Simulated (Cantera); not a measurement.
Feed: 1 mol HMDSO, 4.7 mol N2O, 9.7 mol H2, at 10000 Pa.

Cantera equilibrium calculation (NASA polynomials, part measured and part estimated; ideal gas, pure solids and liquids). Candidate condensed phases: C, C6H6, C7H8, C8H18, H2O, Si, SiC, SiO2, Si2N2O, Si3N4; 151 gas species. The feed counts by its element totals alone. Mutual solubility and eutectic melting of coexisting phases are not modelled. The tables hold silica as quartz up to 1696 K and as liquid above; real silica turns to tridymite and cristobalite and melts near 1996 K. Gases not in the tables: Si2H6 and higher silanes. Rates play no part.

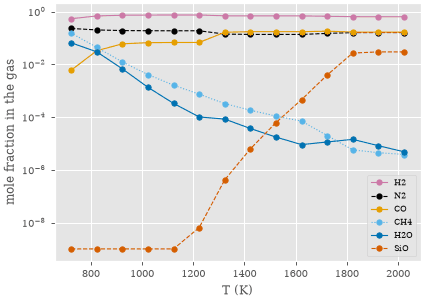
Fig. 1. Equilibrium gas composition (values under 1e-9 drawn at 1e-9)

Read off the mole fractions at 923 K.

H2 about 0.73, N2 about 0.19, CO about 0.060, CH4 about 0.012, H2O about 0.0068.
